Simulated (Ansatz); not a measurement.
## A computed series for BaCuSF: pressure series

The reference is BaCuSF (space group P4/nmm, No. 129; a = 4.035 Å, c = 8.961 Å; a cell from a computed database, its experimental status unchecked).

Cell and atoms are relaxed at each pressure.

Method: Kohn–Sham DFT with the PBEsol functional, run in Ansatz (a quantum-chemistry and plane-wave program) with PAW and 420 eV plane waves, no spin-orbit coupling.

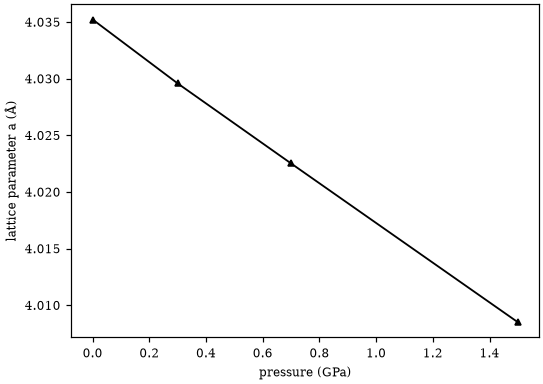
*Lattice parameter a against pressure*

```csv
pressure (GPa),lattice parameter a
0.3,7.615 bohr
0.7,7.601 bohr
1.5,7.575 bohr
```

Load acts through the strain it causes; cell and atoms are relaxed under it. Stability against distortions was not tested. No Hubbard U is applied. All final runs are without spin polarisation.
